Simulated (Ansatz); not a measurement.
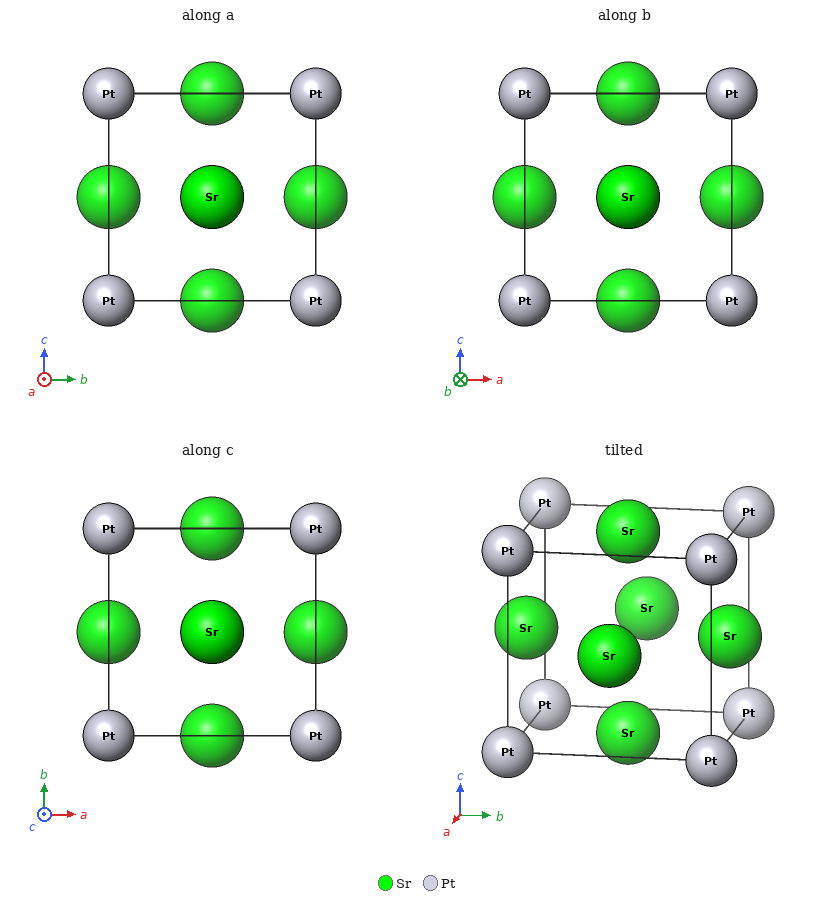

The crystal in a spheres-only representation, seen along the a axis, along the b axis, along the c axis and slightly off an axis. One conventional unit cell is framed, with atoms on its boundary repeated.

Lattice parameters: a = 5.1424 Å, b = 5.1424 Å, c = 5.1424 Å, α = 90.000°, β = 90.000°, γ = 90.000°.

### Put the structure into a CIF in P1 with every atom of the cell.

```cif
data_structure
_symmetry_space_group_name_H-M 'P 1'
_symmetry_Int_Tables_number 1
_cell_length_a 5.1424
_cell_length_b 5.1424
_cell_length_c 5.1424
_cell_angle_alpha 90.000
_cell_angle_beta 90.000
_cell_angle_gamma 90.000
_cell_volume 135.99
loop_
_atom_site_label
_atom_site_type_symbol
_atom_site_fract_x
_atom_site_fract_y
_atom_site_fract_z
_atom_site_occupancy
Sr1 Sr 0.0000 0.5000 0.5000 1
Sr2 Sr 0.5000 0.0000 0.5000 1
Sr3 Sr 0.5000 0.5000 0.0000 1
Pt1 Pt 0.0000 0.0000 0.0000 1
```

The structure was taken from a structure type filled with these elements by a generator (whether the compound takes this form wasn't checked). Earlier steps of the study may have refined or changed the cell and positions. A calculation with Ansatz used it as input.
